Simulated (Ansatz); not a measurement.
**A workflow on CF3 (trifluoromethyl radical)**

Aim: a point of an energy scan (UHF/STO-3G), then a point of an energy scan (UHF/STO-3G), then a point of an energy scan (UHF/STO-3G), then a point of an energy scan (UHF/STO-3G), then a point of an energy scan (UHF/STO-3G) of CF3 (trifluoromethyl radical). 

Program for the calculation: Ansatz 0.2.0.

## Step 1: The structure to begin with

The species is CF3 (4 atoms), meant as a doublet with charge 0. SMILES: `F[C](F)F`. The shape is that of a PBE0-D4/def2-TZVP optimisation.

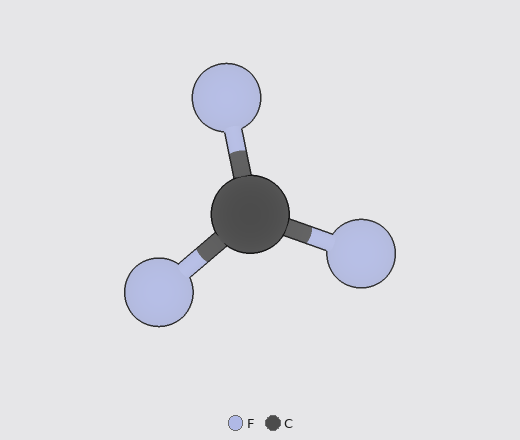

Viewed from a chosen angle; fluorine light blue, carbon dark grey.

## Step 2: A point of an energy scan at UHF/STO-3G (held atoms (3, 2), held distance 1.3783 angstrom) (run 1)

The input, molecule.yaml:

```yaml
crystal:
  periodic: [false, false, false]
  atoms:
    - {symbol: F, position_ang: [-1.227500, 0.024900, 0.265400]}
    - {symbol: C, position_ang: [-0.039500, -0.059500, -0.286700]}
    - {symbol: F, position_ang: [0.658900, -1.044900, 0.227300]}
    - {symbol: F, position_ang: [0.608100, 1.079500, -0.205900]}
basis:
  gaussian: {orbitals: STO-3G}
magnetization: {spin_polarized: true, initial_magnetization: 1}
hamiltonian: {xc: hf}
relax: {max_steps: 60, constraints: [{distance: [2, 1], at: 1.3783}]}
```

Run with:

```bash
$ ansatz run molecule.yaml --threads 1 --pin off --max-ram 2610MiB --events-out events.jsonl --progress --plain --runs-dir runs
```

The log of the run (excerpt; [...] marks lines left out):

```text
Warning: RAYON_NUM_THREADS=1 ignored (pool sized by the plan → 1); use --threads N
[...]
Functional definition: HF
  name "HF"
[...]
305 factors; integrals over basis functions are off by at most 5.1e-6 eV
[...]
mean field -9019.85818268 eV, -331.4736743340 hartree, gradient 6.9e-5 eV, S^2 0.754762; 0 other end points of the search recorded, 0 dependent functions left out
[...]
reference -9019.85818268 eV, -331.4736743340 hartree; 17, 16 occupied and 3, 4 virtual orbitals, 305 factors
relax step   1: F+E_penalty+E_count = -9019.85818268 eV  Δ(F+E_penalty+E_count) = +0.000e0 eV  max|allowed force component| = 3.225e0 eV/Å  Δτ_max = 0.0000 Å  (34 SCF iters, accepted)
[...]
relax step   4: F+E_penalty+E_count = -9020.03109202 eV  Δ(F+E_penalty+E_count) = -1.252e-4 eV  max|allowed force component| = 1.253e-2 eV/Å  Δτ_max = 0.0018 Å  (26 SCF iters, accepted)
[...]
relax step   5: F+E_penalty+E_count = -9020.03110332 eV  Δ(F+E_penalty+E_count) = -1.130e-5 eV  max|allowed force component| = 4.274e-3 eV/Å  Δτ_max = 0.0006 Å  (27 SCF iters, accepted)
  distance F 2 - C 1 held at 1.378300 Å   reaction = +1.3416e0 eV/Å
305 factors; integrals over basis functions are off by at most 4.2e-6 eV
[...]
mean field -9020.03110332 eV, -331.4800290504 hartree, gradient 2.3e-5 eV, S^2 0.755516; 1 other end points of the search recorded, 0 dependent functions left out
[...]
reference -9020.03110332 eV, -331.4800290504 hartree; 17, 16 occupied and 3, 4 virtual orbitals, 305 factors
Total energy: -9020.03110332 eV, -331.4800290504 hartree
Atom 0 at    -1.270242     0.027577     0.270693 Å, force     0.004274     0.001166    -0.001954 eV/Å
Atom 1 at    -0.044791    -0.052169    -0.291145 Å, force     0.713593    -1.011025     0.516487 eV/Å
Atom 2 at     0.688742    -1.092769     0.236861 Å, force    -0.714333     1.013178    -0.514580 eV/Å
Atom 3 at     0.626291     1.117361    -0.216309 Å, force    -0.003534    -0.003319     0.000047 eV/Å
Dipole moment:    -0.017829    -0.001363    -0.072480 e Å
```

Run time: 1.4 s. Hardware: 1 thread of Arm Neoverse V1, shared host; peak memory 0.082 GiB.

## Step 3: A point of an energy scan at UHF/STO-3G (held atoms (3, 2), held distance 1.6408 angstrom) (run 2)

The input, job.yaml:

```yaml
crystal:
  periodic: [false, false, false]
  atoms:
    - {symbol: F, position_ang: [-1.270242, 0.027577, 0.270693]}
    - {symbol: C, position_ang: [-0.044791, -0.052169, -0.291145]}
    - {symbol: F, position_ang: [0.688742, -1.092769, 0.236861]}
    - {symbol: F, position_ang: [0.626291, 1.117361, -0.216309]}
basis:
  gaussian:
    orbitals: STO-3G
magnetization:
  spin_polarized: true
  initial_magnetization: 1
hamiltonian:
  xc: hf
relax:
  max_steps: 60
  constraints: [{distance: [2, 1], at: 1.6408}]
```

Run with:

```bash
$ ansatz run job.yaml --threads 1 --pin off --max-ram 2610MiB --events-out events.jsonl --progress --plain --runs-dir runs
```

The log of the run (excerpt; [...] marks lines left out):

```text
Warning: RAYON_NUM_THREADS=1 ignored (pool sized by the plan → 1); use --threads N
[...]
[... 2 set-up lines as earlier in the session ...]
[...]
302 factors; integrals over basis functions are off by at most 4.6e-6 eV
[...]
mean field -9018.49156525 eV, -331.4234520697 hartree, gradient 1.5e-5 eV, S^2 0.797507; 0 other end points of the search recorded, 0 dependent functions left out
[...]
reference -9018.49156525 eV, -331.4234520697 hartree; 17, 16 occupied and 3, 4 virtual orbitals, 302 factors
relax step   1: F+E_penalty+E_count = -9018.49156525 eV  Δ(F+E_penalty+E_count) = +0.000e0 eV  max|allowed force component| = 1.895e0 eV/Å  Δτ_max = 0.0000 Å  (118 SCF iters, accepted)
[...]
relax step   4: F+E_penalty+E_count = -9018.60930303 eV  Δ(F+E_penalty+E_count) = -3.347e-3 eV  max|allowed force component| = 8.493e-2 eV/Å  Δτ_max = 0.0115 Å  (40 SCF iters, accepted)
[...]
relax step   5: F+E_penalty+E_count = -9018.60945193 eV  Δ(F+E_penalty+E_count) = -1.489e-4 eV  max|allowed force component| = 4.852e-3 eV/Å  Δτ_max = 0.0018 Å  (42 SCF iters, accepted)
  distance F 2 - C 1 held at 1.640800 Å   reaction = +6.6869e0 eV/Å
302 factors; integrals over basis functions are off by at most 3.9e-6 eV
[...]
mean field -9018.60945193 eV, -331.4277843253 hartree, gradient 1.4e-5 eV, S^2 0.818452; 1 other end points of the search recorded, 0 dependent functions left out
[...]
reference -9018.60945193 eV, -331.4277843253 hartree; 17, 16 occupied and 3, 4 virtual orbitals, 302 factors
Total energy: -9018.60945193 eV, -331.4277843253 hartree
Atom 0 at    -1.275624     0.074416     0.271308 Å, force    -0.001814    -0.000535    -0.001563 eV/Å
Atom 1 at    -0.093825     0.006555    -0.350689 Å, force     3.558224    -5.028222     2.604942 eV/Å
Atom 2 at     0.779160    -1.227575     0.287313 Å, force    -3.557060     5.027876    -2.601184 eV/Å
Atom 3 at     0.590289     1.146605    -0.207831 Å, force     0.000650     0.000881    -0.002196 eV/Å
Dipole moment:    -0.070402     0.086838    -0.079844 e Å
```

Wall time 1.6 s (1 thread of Arm Neoverse V1, shared host); peak memory 0.082 GiB.

## Step 4: A point of an energy scan at UHF/STO-3G (held atoms (3, 2), held distance 1.9689 angstrom) (run 3)

The input, input.yaml:

```yaml
crystal:
  periodic: [false, false, false]
  atoms:
    - symbol: F
      position_ang: [-1.275624, 0.074416, 0.271308]
    - symbol: C
      position_ang: [-0.093825, 0.006555, -0.350689]
    - symbol: F
      position_ang: [0.779160, -1.227575, 0.287313]
    - symbol: F
      position_ang: [0.590289, 1.146605, -0.207831]
basis:
  gaussian: {orbitals: STO-3G}
magnetization: {spin_polarized: true, initial_magnetization: 1}
hamiltonian: {xc: hf}
relax: {max_steps: 60, constraints: [{distance: [2, 1], at: 1.9689}]}
```

Run with:

```bash
$ ansatz run input.yaml --threads 1 --pin off --max-ram 2610MiB --events-out events.jsonl --progress --plain --runs-dir runs
```

The log of the run (excerpt; [...] marks lines left out):

```text
Warning: RAYON_NUM_THREADS=1 ignored (pool sized by the plan → 1); use --threads N
[...]
[... 2 set-up lines as earlier in the session ...]
[...]
297 factors; integrals over basis functions are off by at most 8.6e-6 eV
[...]
mean field -9017.37036852 eV, -331.3822488498 hartree, gradient 2.0e-5 eV, S^2 1.108644; 4 other end points of the search recorded, 0 dependent functions left out
[...]
reference -9017.37036852 eV, -331.3822488498 hartree; 17, 16 occupied and 3, 4 virtual orbitals, 297 factors
relax step   1: F+E_penalty+E_count = -9017.37036852 eV  Δ(F+E_penalty+E_count) = +0.000e0 eV  max|allowed force component| = 3.574e0 eV/Å  Δτ_max = 0.0000 Å  (279 SCF iters, accepted)
[...]
relax step   3: F+E_penalty+E_count = -9017.66839426 eV  Δ(F+E_penalty+E_count) = -2.862e-2 eV  max|allowed force component| = 2.104e-1 eV/Å  Δτ_max = 0.0420 Å  (87 SCF iters, accepted)
[...]
relax step   4: F+E_penalty+E_count = -9017.67046367 eV  Δ(F+E_penalty+E_count) = -2.069e-3 eV  max|allowed force component| = 6.520e-3 eV/Å  Δτ_max = 0.0079 Å  (84 SCF iters, accepted)
  distance F 2 - C 1 held at 1.968900 Å   reaction = +7.8792e-1 eV/Å
297 factors; integrals over basis functions are off by at most 9.5e-6 eV
[...]
mean field -9017.67046367 eV, -331.3932771435 hartree, gradient 2.3e-5 eV, S^2 1.038992; 6 other end points of the search recorded, 0 dependent functions left out
[...]
reference -9017.67046367 eV, -331.3932771435 hartree; 17, 16 occupied and 3, 4 virtual orbitals, 297 factors
Total energy: -9017.67046367 eV, -331.3932771435 hartree
Atom 0 at    -1.263857     0.148442     0.278329 Å, force    -0.005429    -0.003079    -0.001460 eV/Å
Atom 1 at    -0.154577     0.067584    -0.450709 Å, force     0.419035    -0.582422     0.328538 eV/Å
Atom 2 at     0.891587    -1.393439     0.353977 Å, force    -0.417951     0.582964    -0.323107 eV/Å
Atom 3 at     0.526846     1.177414    -0.181497 Å, force     0.004346     0.002538    -0.003971 eV/Å
Dipole moment:    -0.018783     0.043865     0.025011 e Å
```

Run time: 2 s. Hardware: 1 thread of Arm Neoverse V1, shared host; peak memory 0.083 GiB.

## Step 5: A point of an energy scan at UHF/STO-3G (held atoms (3, 2), held distance 2.3627 angstrom) (run 4)

The input, job.yaml:

```yaml
basis:
  gaussian:
    orbitals: STO-3G
crystal:
  periodic: [false, false, false]
  atoms:
    - symbol: F
      position_ang: [-1.263857, 0.148442, 0.278329]
    - symbol: C
      position_ang: [-0.154577, 0.067584, -0.450709]
    - symbol: F
      position_ang: [0.891587, -1.393439, 0.353977]
    - symbol: F
      position_ang: [0.526846, 1.177414, -0.181497]
total_charge: 0
magnetization:
  spin_polarized: true
  initial_magnetization: 1
hamiltonian:
  xc: hf
relax:
  max_steps: 60
  constraints: [{distance: [2, 1], at: 2.3627}]
```

Run with:

```bash
$ ansatz run job.yaml --threads 1 --pin off --max-ram 2610MiB --events-out events.jsonl --progress --plain --runs-dir runs
```

The log of the run (excerpt; [...] marks lines left out):

```text
Warning: RAYON_NUM_THREADS=1 ignored (pool sized by the plan → 1); use --threads N
[...]
[... 2 set-up lines as earlier in the session ...]
[...]
294 factors; integrals over basis functions are off by at most 4.7e-6 eV
[...]
mean field -9017.41966232 eV, -331.3840603637 hartree, gradient 1.6e-7 eV, S^2 0.940682; 5 other end points of the search recorded, 0 dependent functions left out
[...]
reference -9017.41966232 eV, -331.3840603637 hartree; 17, 16 occupied and 3, 4 virtual orbitals, 294 factors
relax step   1: F+E_penalty+E_count = -9017.41966232 eV  Δ(F+E_penalty+E_count) = +0.000e0 eV  max|allowed force component| = 3.391e0 eV/Å  Δτ_max = 0.0000 Å  (544 SCF iters, accepted)
[...]
relax step   6: F+E_penalty+E_count = -9017.57117415 eV  Δ(F+E_penalty+E_count) = -3.160e-5 eV  max|allowed force component| = 1.226e-2 eV/Å  Δτ_max = 0.0007 Å  (100 SCF iters, accepted)
[...]
relax step   7: F+E_penalty+E_count = -9017.57117799 eV  Δ(F+E_penalty+E_count) = -3.840e-6 eV  max|allowed force component| = 1.684e-4 eV/Å  Δτ_max = 0.0003 Å  (119 SCF iters, accepted)
  distance F 2 - C 1 held at 2.362700 Å   reaction = +3.5537e-2 eV/Å
294 factors; integrals over basis functions are off by at most 3.9e-6 eV
[...]
mean field -9017.57117799 eV, -331.3896284619 hartree, gradient 8.8e-6 eV, S^2 0.826807; 7 other end points of the search recorded, 0 dependent functions left out
[...]
reference -9017.57117799 eV, -331.3896284619 hartree; 17, 16 occupied and 3, 4 virtual orbitals, 294 factors
Total energy: -9017.57117799 eV, -331.3896284619 hartree
Atom 0 at    -1.224408     0.133984     0.311631 Å, force    -0.000092    -0.000048    -0.000062 eV/Å
Atom 1 at    -0.279796     0.211696    -0.615866 Å, force     0.018813    -0.025540     0.016113 eV/Å
Atom 2 at     0.970269    -1.490040     0.444221 Å, force    -0.018778     0.025550    -0.015952 eV/Å
Atom 3 at     0.533935     1.144361    -0.139886 Å, force     0.000056     0.000037    -0.000100 eV/Å
Dipole moment:     0.017258     0.017621     0.106640 e Å
```

It took 3.6 s on 1 thread of Arm Neoverse V1, shared host; peak memory 0.085 GiB.

## Step 6: A point of an energy scan at UHF/STO-3G (held atoms (3, 2), held distance 2.8878 angstrom) (run 5)

The input, in.yaml:

```yaml
basis:
  gaussian:
    orbitals: STO-3G
crystal:
  periodic: [false, false, false]
  atoms:
    - {symbol: F, position_ang: [-1.224408, 0.133984, 0.311631]}
    - {symbol: C, position_ang: [-0.279796, 0.211696, -0.615866]}
    - {symbol: F, position_ang: [0.970269, -1.490040, 0.444221]}
    - {symbol: F, position_ang: [0.533935, 1.144361, -0.139886]}
magnetization:
  spin_polarized: true
  initial_magnetization: 1
hamiltonian:
  xc: hf
relax:
  max_steps: 60
  constraints: [{distance: [2, 1], at: 2.8878}]
```

Run with:

```bash
$ ansatz run in.yaml --threads 1 --pin off --max-ram 2610MiB --events-out events.jsonl --progress --plain --runs-dir runs
```

The log of the run (excerpt; [...] marks lines left out):

```text
Warning: RAYON_NUM_THREADS=1 ignored (pool sized by the plan → 1); use --threads N
[...]
[... 2 set-up lines as earlier in the session ...]
[...]
288 factors; integrals over basis functions are off by at most 5.2e-6 eV
[...]
mean field -9017.49999121 eV, -331.3870123959 hartree, gradient 6.7e-6 eV, S^2 0.865310; 7 other end points of the search recorded, 0 dependent functions left out
[...]
reference -9017.49999121 eV, -331.3870123959 hartree; 17, 16 occupied and 3, 4 virtual orbitals, 288 factors
relax step   1: F+E_penalty+E_count = -9017.49999121 eV  Δ(F+E_penalty+E_count) = +0.000e0 eV  max|allowed force component| = 1.811e0 eV/Å  Δτ_max = 0.0000 Å  (565 SCF iters, accepted)
[...]
relax step   3: F+E_penalty+E_count = -9017.53513658 eV  Δ(F+E_penalty+E_count) = -1.466e-3 eV  max|allowed force component| = 8.974e-3 eV/Å  Δτ_max = 0.0045 Å  (124 SCF iters, accepted)
[...]
relax step   9: F+E_penalty+E_count = -9017.53622046 eV  Δ(F+E_penalty+E_count) = -5.599e-5 eV  max|allowed force component| = 2.178e-3 eV/Å  Δτ_max = 0.0068 Å  (196 SCF iters, accepted)
  distance F 2 - C 1 held at 2.887800 Å   reaction = +5.4195e-2 eV/Å
288 factors; integrals over basis functions are off by at most 5.4e-6 eV
[...]
mean field -9017.53622046 eV, -331.3883437963 hartree, gradient 3.9e-6 eV, S^2 0.865717; 9 other end points of the search recorded, 0 dependent functions left out
[...]
reference -9017.53622046 eV, -331.3883437963 hartree; 17, 16 occupied and 3, 4 virtual orbitals, 288 factors
Total energy: -9017.53622046 eV, -331.3883437963 hartree
Atom 0 at    -1.255729     0.178914     0.292471 Å, force    -0.001982     0.000728     0.000778 eV/Å
Atom 1 at    -0.389262     0.368130    -0.692103 Å, force     0.029466    -0.041126     0.022719 eV/Å
Atom 2 at     1.141542    -1.736814     0.558993 Å, force    -0.028028     0.038218    -0.023627 eV/Å
Atom 3 at     0.503450     1.189771    -0.159261 Å, force     0.000545     0.002180     0.000130 eV/Å
Dipole moment:     0.005331     0.033218     0.095093 e Å
```

It took 5.1 s on 1 thread of Arm Neoverse V1, shared host; peak memory 0.087 GiB.

## Step 7: Results

| quantity | value |
| --- | --- |
| run 1, UHF/STO-3G: total energy | -331.48003 Eh |
| run 1, UHF/STO-3G: dipole moment | 0.36 D |
| run 1, UHF/STO-3G: ⟨S²⟩ | 0.756 |
| run 2, UHF/STO-3G: total energy | -331.42778 Eh |
| run 2, UHF/STO-3G: dipole moment | 0.66 D |
| run 2, UHF/STO-3G: ⟨S²⟩ | 0.818 |
| run 3, UHF/STO-3G: total energy | -331.39328 Eh |
| run 3, UHF/STO-3G: dipole moment | 0.26 D |
| run 3, UHF/STO-3G: ⟨S²⟩ | 1.039 |
| run 4, UHF/STO-3G: total energy | -331.38963 Eh |
| run 4, UHF/STO-3G: dipole moment | 0.53 D |
| run 4, UHF/STO-3G: ⟨S²⟩ | 0.827 |
| run 5, UHF/STO-3G: total energy | -331.38834 Eh |
| run 5, UHF/STO-3G: dipole moment | 0.48 D |
| run 5, UHF/STO-3G: ⟨S²⟩ | 0.866 |

⟨S²⟩ (run 3, UHF/STO-3G) is 1.04 where a pure doublet has 0.75: the reference is spin-contaminated. Mulliken charges (run 4, UHF/STO-3G) run from -0.14 on F4 to +0.27 on C2. ⟨S²⟩ (run 5, UHF/STO-3G) is 0.87 where a pure doublet has 0.75: the reference is spin-contaminated. Mulliken charges (run 5, UHF/STO-3G) run from -0.14 on F4 to +0.28 on C2.
